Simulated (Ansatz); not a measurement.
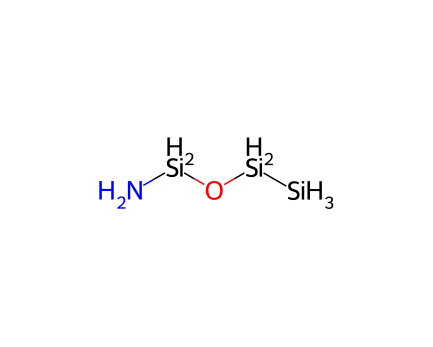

Structural formula above. The computed structure is the end point of a PBE-D4/def2-SVP optimisation. No frequency run is at hand to confirm it as a minimum.

Describe the 3D structure.

Formula H9NOSi3. Its SMILES string is `N[SiH2]O[SiH2][SiH3]`. It has no ring. Among its groups: Si–H bond, Si–O bond, Si–N bond. This geometry has C1 symmetry. Coordination, clear cases only: 3 Si tetrahedral; 1 O bent.

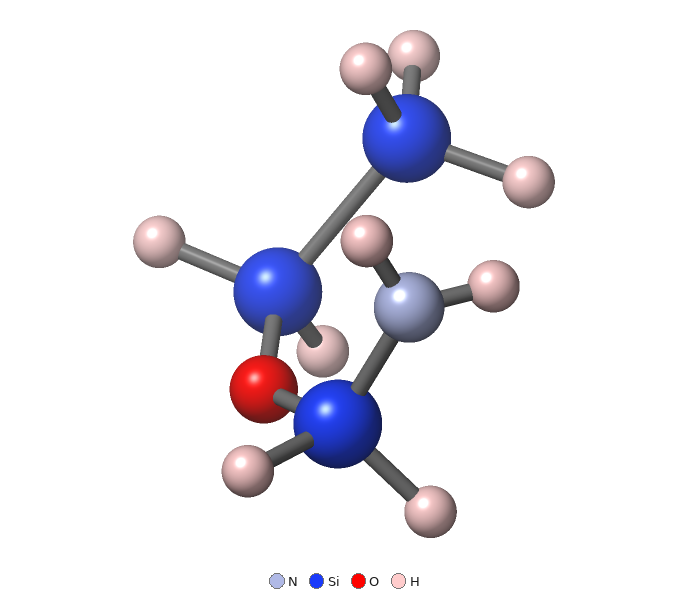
